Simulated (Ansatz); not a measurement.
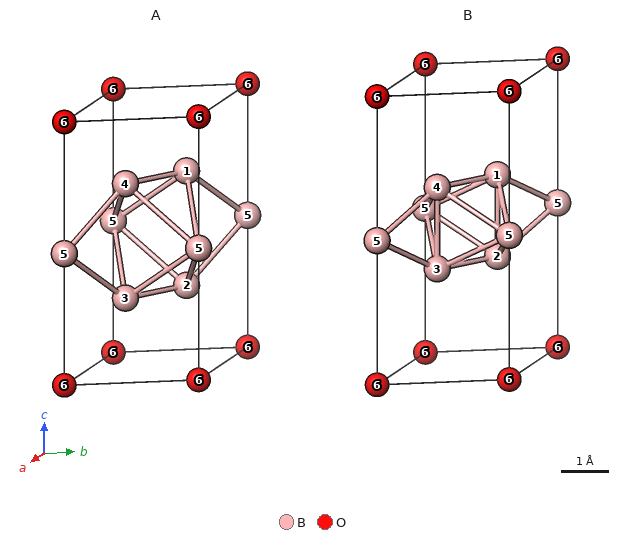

Two geometries of crystalline B₅O (a generated structure, set up in P6/mmm) (coarse preliminary run), drawn at one scale. One is the start of a relaxation, the other its converged end. The picture is a ball-and-stick view of the cell of the calculation, seen slightly off an axis.

Level of theory: Ansatz 0.2.0, DFT PBE, scalar-relativistic, plane waves, PAW. Settings: plane-wave cutoff 420 eV; k-point mesh 6 × 6 × 4; occupations gaussian; smearing width 0.1 eV; collinear spin; cell and atoms relaxed; force threshold 0.04 eV/Å; at most 70 steps.

Question: Which of the two is the end point?

Answer: Structure A is the relaxed one. The largest moves relative to the cell, 0.44 Å, are those of B1, B2, B3 and B4. B4 goes along +c. O stays in place. Cell: a = b 2.866 → 2.909 Å (+1.5 %), c 6.395 → 5.841 Å (−8.7 %). Volume −5.9 %. Near-neighbour distances that change, for instance: B1–B2 1.807 → 2.538 Å, B1–B5 1.885 → 2.105 Å, B1–B4 1.655 → 1.679 Å. Bond angles that change, for instance: B5–B1–B5 99.0° → 87.4°, B4–B1–B5 151.4° → 142.9°, B4–B1–B5 64.0° → 66.5°. The space group stays P6/mmm (No. 191). After 7 accepted moves (9 points after the start) the energy has fallen by 2.876 eV per cell of the calculation. Largest force component: 3.3 eV/Å at the start, 0.00052 eV/Å at the end. The pressure goes from 34.72 to 0.03 GPa. The SCF was repeated twice at an unchanged geometry on a basis and grid sized afresh for the cell, which shifted the energy by 2.2 meV per cell of the calculation at most. The program noted that the starting moments weren't kept. Cost: 36 s on 1 thread of Arm Neoverse V1 (shared host), peak memory 0.3 GiB.
